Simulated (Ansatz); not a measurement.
Base system: VAs in the CsCl type structure (space group Pm-3m, No. 221; a = 3.069 Å; a hypothetical phase, not in the database extracts checked; relaxed with 0.1 eV smearing). Axes: x, y, z lie along the cube axes.

Structures relaxed with plane-wave PAW DFT at the PBE level (Ansatz, a first-principles code, 420 eV), no spin-orbit coupling.

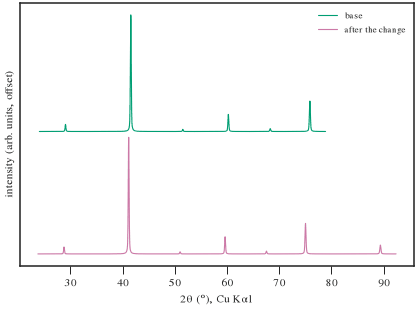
Figure: Simulated powder patterns before (top) and after one change

### Question
Name the change that was made.
(A) isotropic strain +0.95 %
(B) uniaxial stress, 8 GPa tension along x
(C) biaxial strain +4.97 %, plane normal [111], relaxed out of plane
(D) isotropic strain +0.55 %

### Answer
A, isotropic strain +0.95 %. Its volume per atom is 14.87 Å³ against 14.46 Å³, and its space group is Pm-3m (No. 221).

Stability under load was not tested beyond the relaxation. All final runs are without spin polarisation. VAs has a high density of states at the Fermi level and may be magnetic at this level.
